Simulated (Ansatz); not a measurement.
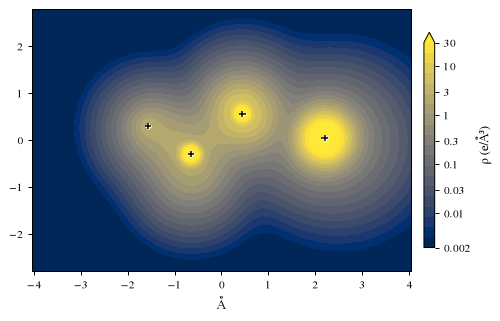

The total electron density on a plane through atoms (crosses mark nuclei in the plane).

These are results of UKS PBE0-D4/def2-TZVPP in Ansatz 0.2.0, not measurements.

Candidates:
A. CH$_{3}$OZn (SMILES C[O][Zn]) (doublet)
B. ClH$_{2}$OSSi (SMILES O[SiH]([S])Cl) (doublet)

Which candidate gave the map?

Candidate A: CH$_{3}$OZn on the plane of atoms O2, C1 and H6, which holds C, O, Zn and H. C–O (1.40 Å): ρ is about 2.1 e/Å³ halfway, with its minimum of 1.8 e/Å³ about 0.5 Å from C. Zn–O (1.83 Å): ρ at the midpoint is about 0.79 e/Å³.
